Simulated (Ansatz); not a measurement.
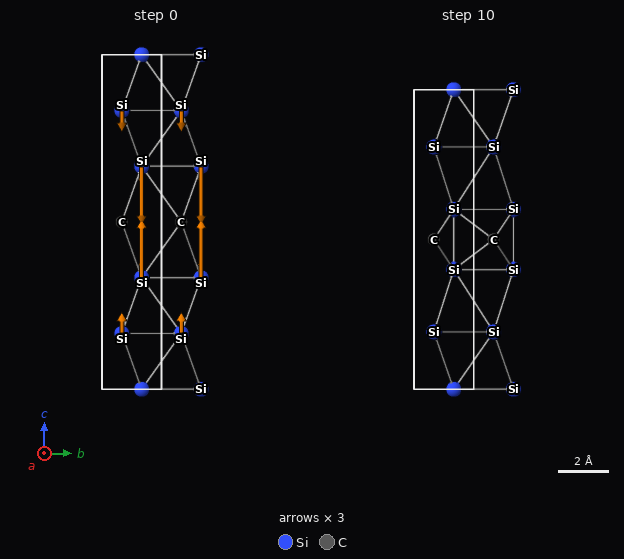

The structure of solid Si$_{5}$C (a generated structure, set up in P-6m2) (coarse preliminary run) before (left) and after (right) a relaxation, at one scale. The orange arrows give the displacements (the part carried along by the change of the cell is left out), 3 times their true length.

The picture is a ball-and-stick view of the cell of the calculation, repeated 1 × 2 × 1 with one cell outlined, seen along the a axis.

Computed with DFT PBE, scalar-relativistic, plane waves, PAW (Ansatz 0.2.0).

Input file:
```yaml
crystal:
  lattice:
    - [2.76085735, 0.0, 0.0]
    - [-1.38042867, 2.3909726, 0.0]
    - [0.0, 0.0, 13.45136631]
  atoms:
    - { symbol: Si, position: [0.33333333, 0.66666667, 0.66666667] }
    - { symbol: Si, position: [0.33333333, 0.66666667, 0.0] }
    - { symbol: Si, position: [0.33333333, 0.66666667, 0.33333333] }
    - { symbol: Si, position: [0.66666667, 0.33333333, 0.83333333] }
    - { symbol: Si, position: [0.66666667, 0.33333333, 0.16666667] }
    - { symbol: C, position: [0.66666667, 0.33333333, 0.5] }
basis:
  ecutwfc: 420
kpoints:
  mp_grid: { grid: [6, 6, 2] }
hamiltonian:
  xc: pbe
scf:
  occupations: { method: gaussian, width: 0.1 }
  lower_state_search: "off"
output:
  forces: true
  stress: true
  eigenvalues: true
relax:
  adjacent_minimum: "off"
  f_tol: 0.04
  max_steps: 70
  cell: { stress_tol: 0.4 }
```

Launched with:
```bash
ansatz run input.yaml --threads 1 --pin off --max-ram 2560MiB --backend cpu --events-out ev --progress --plain --runs-dir out
```

Summarise the run.

After 8 accepted moves (10 points after the start) the energy has fallen by 3.652 eV per cell of the calculation. The largest force component goes from 1.4 to 0.017 eV/Å. The pressure goes from −8.80 to −0.09 GPa. The line search rejected the trial step at point 5 of the run. The SCF was repeated once at an unchanged geometry on a basis and grid sized afresh for the cell, which shifted the energy by 1.5 meV per cell of the calculation at most. The largest moves relative to the cell, 0.80 Å, are those of Si1 and Si3. Si1 goes along −c. C stays in place. Cell: a = b 2.761 → 2.772 Å (+0.4 %), c 13.451 → 12.046 Å (−10.4 %). Volume −9.7 %. Some distances before and after: Si1–Si3 4.484 → 2.423 Å, Si1–C6 2.751 → 2.007 Å, Si1–Si4 2.751 → 2.974 Å, Si2–Si4 2.751 → 2.806 Å. The space group stays P-6m2 (No. 187).

Limits of the set-up: the k-point mesh is coarse for a cell with partly filled bands.
